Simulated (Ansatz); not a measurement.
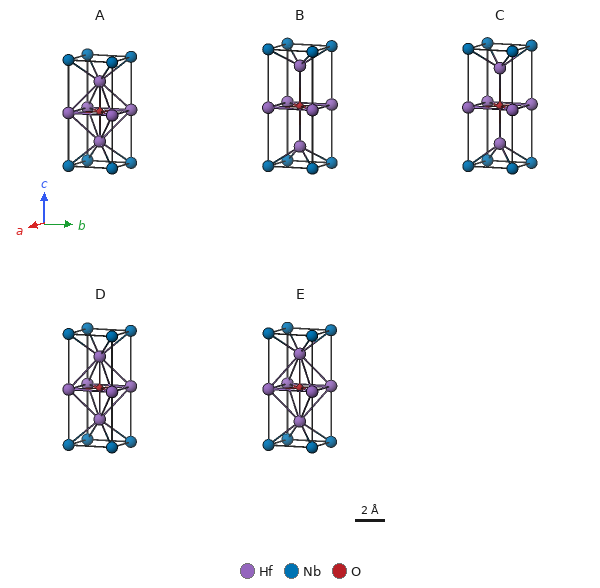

5 geometries from one relaxation of crystalline Hf3NbO (a generated structure, set up in P4/mmm) (coarse preliminary run), in shuffled order. Style: ball-and-stick. Shown: the cell of the calculation, slightly off an axis.

The calculation used Ansatz 0.2.0, DFT PBE, scalar-relativistic, plane waves, PAW. (plane-wave cutoff 420 eV; k-point mesh 6 × 6 × 2; occupations gaussian; smearing width 0.1 eV; no spin polarisation; cell and atoms relaxed; force threshold 0.04 eV/Å; at most 70 steps)

**Put them in the order of the run, from the start to the converged end.**

B, C, E, A, D. They are steps 0, 1, 2, 3, 8, at +590 meV per atom, +222 meV per atom, +52.2 meV per atom, +24.4 meV per atom relative to the last. Over 7 accepted moves (8 points after the start) the energy falls by 590 meV per atom. The largest force component goes from 7.2 to 0.0077 eV/Å. Pressure: 4.12 GPa at the start and −0.02 GPa at the end. The SCF was repeated once at an unchanged geometry on a basis and grid sized afresh for the cell, which shifted the energy by 1.2 meV per atom at most. The largest moves relative to the cell, 0.49 Å, are those of Hf atoms. O and Nb stay in place. The volume changes by −8.6 %, with a = b 3.390 → 3.324 Å (−2.0 %), c 8.275 → 7.866 Å (−5.0 %). Near-neighbour distances that change, for instance: Hf–Hf 2.558 → 3.413 Å, Hf–O 2.858 → 2.226 Å, Hf–Hf 3.731 → 3.237 Å, Hf–Nb 2.717 → 2.905 Å. The space group stays P4/mmm (No. 123).

Limits of the set-up: the k-point mesh is coarse for a cell with partly filled bands.
